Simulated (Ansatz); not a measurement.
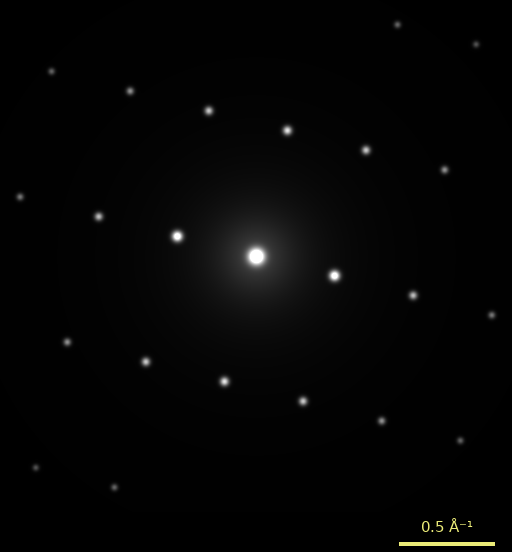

Computed electron diffraction pattern, 120 kV, single scattering only, B = 0.8 Å².

Phase: Ti, space group P6_3/mmc (No. 194), a = 2.93 Å, c = 9.36 Å (hexagonal axes). Structure: coordinates from a relaxation with DFT, m-r2SCAN, plane waves (500 eV) with PAW, scalar-relativistic in Ansatz; the starting structure was generated, so it need not be a known form of this composition.

```
atom  site  symmetry       x       y       z
  Ti    2a      -3m.  0.0000  0.0000  0.0000
  Ti    2c      -6m2  0.3333  0.6667  0.2500
```

> Measure the pattern against the scale bar and name the zone.

The spots form a rectangular net whose two shortest vectors correspond to d = 2.34 Å and 1.47 Å, 90.0° apart. They index as 0 0 4 and 1 -2 0, so the zone axis is [210] (or an equivalent direction of <210>).

> Which reflections of this zone are missing, and why?

A glide plane extinguishes reflections such as 1 -2 -1, 1 -2 1, 1 -2 -3; a screw axis and a glide plane both extinguish reflections such as 0 0 1, 0 0 3, 0 0 5; reflections such as 0 0 2, 0 0 6, 1 -2 -2 are allowed but too weak to see at this display level.
